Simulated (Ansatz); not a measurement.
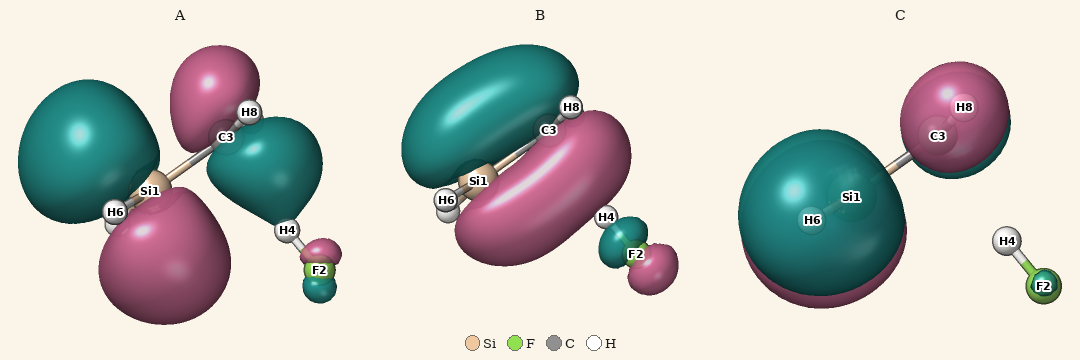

CH4Si···HF. Three frontier orbitals at ±0.08 Å⁻³ᐟ² (teal and pink are the two phases), in no order.

The product side of a reaction path; geometry: PBE0-D4/def2-TZVP.

Computed with Ansatz, RKS PBE0-D4/def2-TZVPP.

The calculation's input:

```
crystal:
  periodic: [false, false, false]
  atoms:
    - {symbol: Si, position_ang: [-1.104386, 0.231384, 0.334243]}
    - {symbol: F, position_ang: [1.233726, -1.805837, -1.106042]}
    - {symbol: C, position_ang: [0.517042, 0.746082, 0.248590]}
    - {symbol: H, position_ang: [0.943208, -1.020079, -0.676357]}
    - {symbol: H, position_ang: [-2.072834, 0.489047, -0.749891]}
    - {symbol: H, position_ang: [-1.620131, -0.568967, 1.462532]}
    - {symbol: H, position_ang: [0.885116, 1.353364, -0.571104]}
    - {symbol: H, position_ang: [1.218360, 0.574907, 1.057929]}
basis:
  gaussian: {orbitals: def2-TZVPP}
hamiltonian: {xc: pbe0, dispersion: d4}
output: {orbitals: {seedname: orbitals}}
```

Run with:

```sh
ansatz run in.yaml --threads 2 --pin off --events-out ev --progress --plain --max-ram 4352MiB
```

Question: Which picture is the HOMO−1, the HOMO and the LUMO?

Answer: C is the HOMO−1 (−10.55 eV). It lies mainly on Si1 (about 35 %), H5 (about 25 %), H6 (about 25 %) and C3 (about 10 %). B is the HOMO (−7.42 eV). By Hirshfeld shares it lies mainly on C3 (about 45 %) and Si1 (about 35 %); π-bonding across C3–Si1. A is the LUMO (−1.91 eV). By Hirshfeld shares it lies mainly on Si1 (about 60 %) and C3 (about 20 %).

Question: What is the HOMO–LUMO gap?

Answer: 5.51 eV between the orbital energies.
